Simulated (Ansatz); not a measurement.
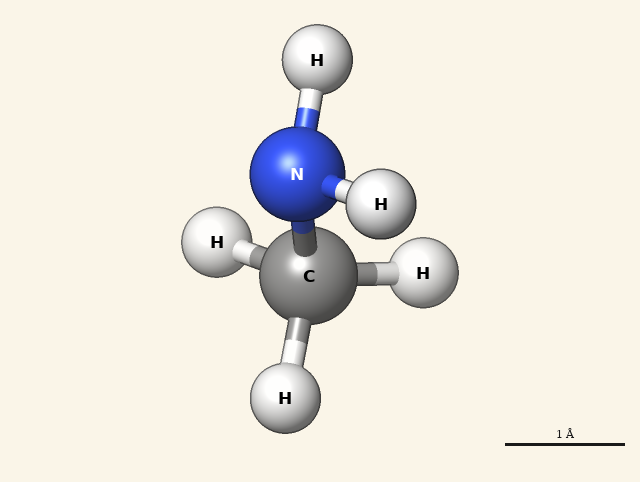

A ball-and-stick model of a molecule.

The geometry was computed by an optimisation with PBE0-D4/def2-TZVP.

What does the picture show?

It has 7 atoms: 1 carbon, 5 hydrogen and 1 nitrogen (CH5N). This geometry has Cs symmetry. Coordination: 1 N trigonal pyramidal; 1 C tetrahedral.

The parts below concern this one geometry. Atoms keep their numbers from picture to picture.

### Shape

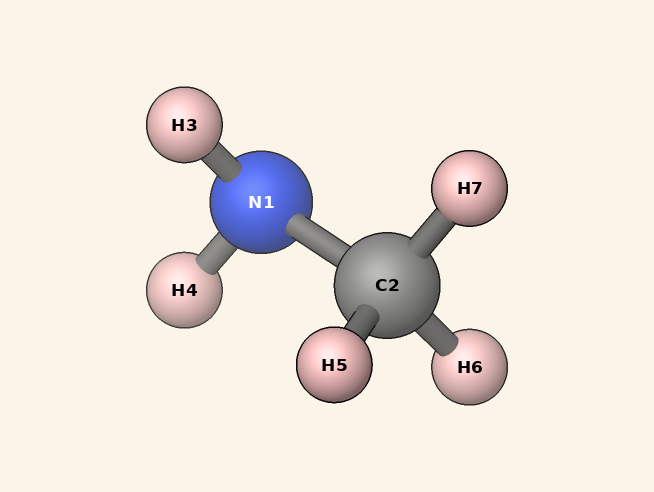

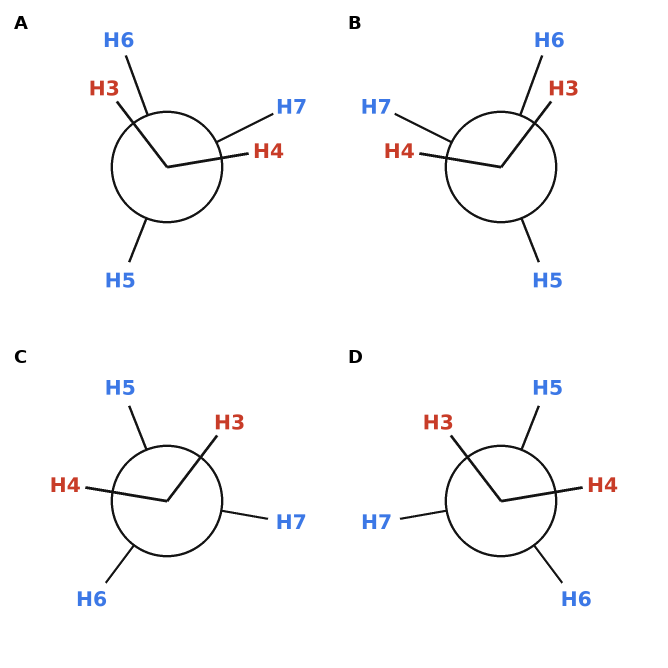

Depth is shown by fading: the farther an atom, the more it takes the colour of the background. Bonds that would overlap in a projection are set slightly apart.

> Which Newman projection shows the view along N1–C2, with N1 in front?

D. The torsion angle H3–N1–C2–H5 is 59°, synclinal (gauche).

### Thermal motion

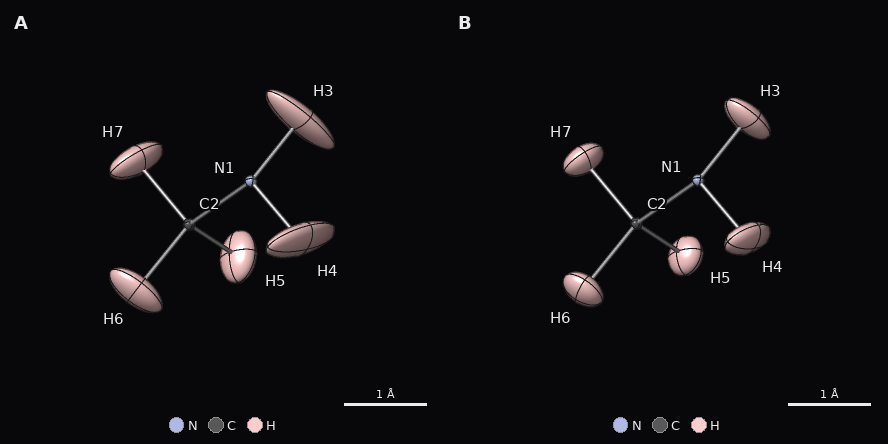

Displacement ellipsoids at the 50 % level, scaled by 1.5, from the internal vibrations of the free molecule (harmonic, no overall translation or rotation; no half-axis is drawn under 0.075 Å). Vibrations computed with RKS PBE0-D4/def2-TZVP (Ansatz 0.2.0). One panel is for 0 K (zero-point motion alone), the other for 600 K.

> Which panel is for 600 K?

A.

> How much does the mean-square displacement of H4 grow, and why?

U_eq goes from 0.0136 to 0.0252 Å², a factor of 1.9. Modes below kT (417 cm⁻¹ at 600 K) grow about in proportion to T, and the lowest lies at 306 cm⁻¹; the mean-square amplitude of a mode is its zero-point value times coth(ħω/2kT), which comes close to 1 only above about 3kT.

### Vibrations

Harmonic vibrations computed with RKS PBE0-D4/def2-TZVP (Ansatz 0.2.0) at a stationary point of the same level.

> How many vibrational modes are there, and where do they lie?

15 modes: 306, 832, 975, 1090, 1169, 1347, 1452, 1490, 1512, 1664, 2986, 3081, 3120, 3532, 3612 cm⁻¹.

### Charges

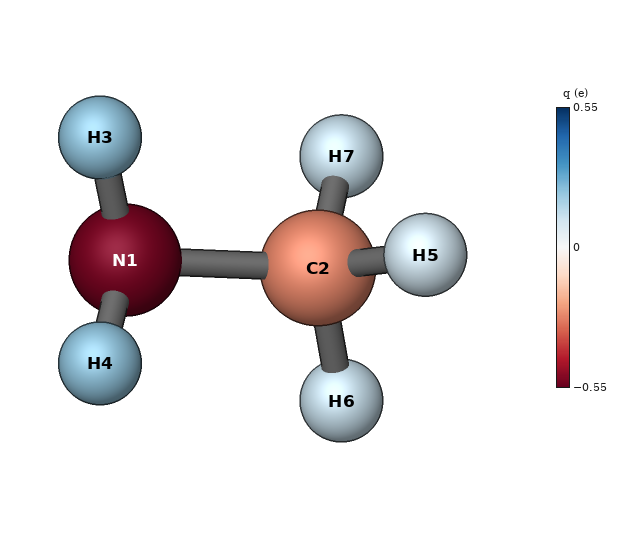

Atoms are coloured by their Mulliken charges. Level of theory: RKS PBE0-D4/def2-TZVP (Ansatz 0.2.0).

Give the Mulliken charges atom by atom.

```tsv
atom	value (e)
N1	−0.52
C2	−0.27
H3	0.22
H4	0.22
H5	0.10
H6	0.12
H7	0.12
```

Mulliken values depend strongly on the basis set and can even reverse the polarity of a bond.
